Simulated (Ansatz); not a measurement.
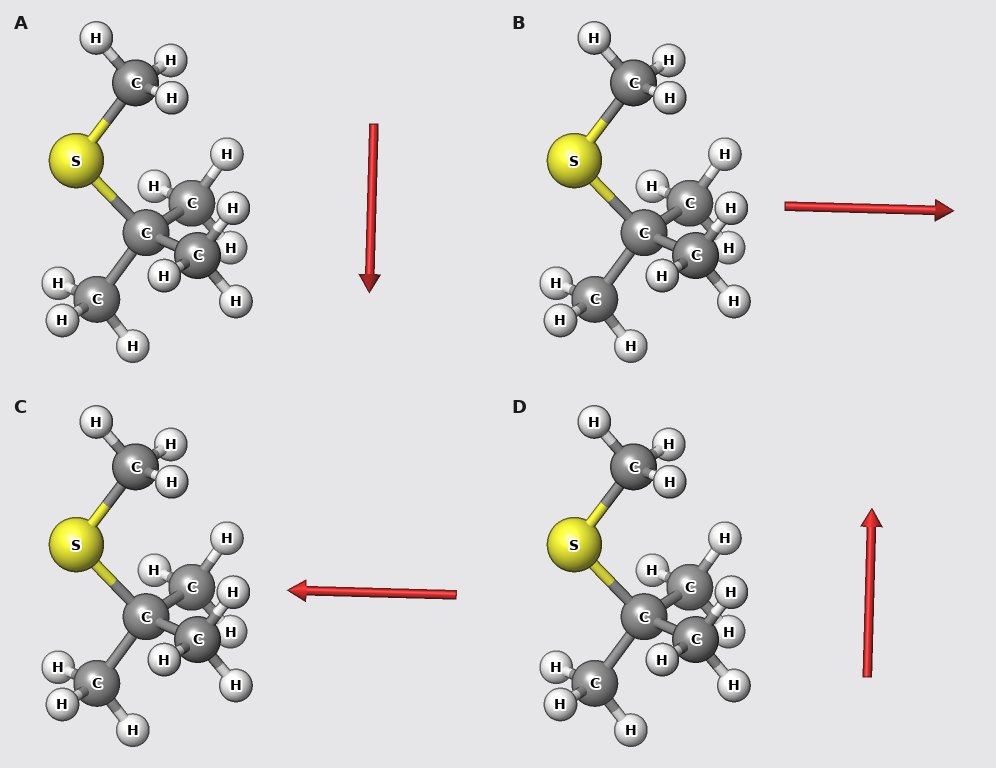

The same molecule four times, each with an arrow. The computed structure is the end point of a PBE-D4/def2-SVP optimisation. No frequency run is at hand to confirm it as a minimum. Level of theory: RKS PBE-D4/def2-SVP (Ansatz 0.2.0).

Which arrow points along the dipole moment, from the negative to the positive end?

B. The dipole moment is 1.43 D.
